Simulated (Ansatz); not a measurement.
Base system: CaO in the rock salt structure (space group Fm-3m, No. 225; a = 4.767 Å). Axes: x, y, z lie along the cube axes.

Now apply this change: the cell is stretched by 1.00 % along z with no lateral relaxation; the atoms relax in the strained cell.

Computed with Ansatz (a program for electronic structure), PBEsol, PAW, cutoff 420 eV, without spin-orbit coupling.

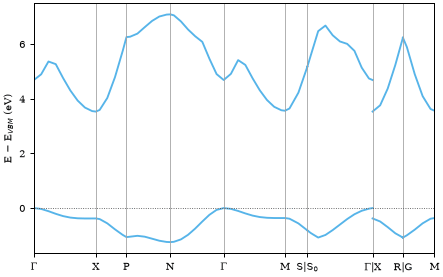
*Highest valence and lowest conduction band along the path of the changed cell's own zone*

### Question
Read the changed gap and its character from the plot.

### Answer
About 3.5 eV, indirect, Γ → X.

Stability against distortions was not tested. k-point labels follow each cell's own Brillouin zone.
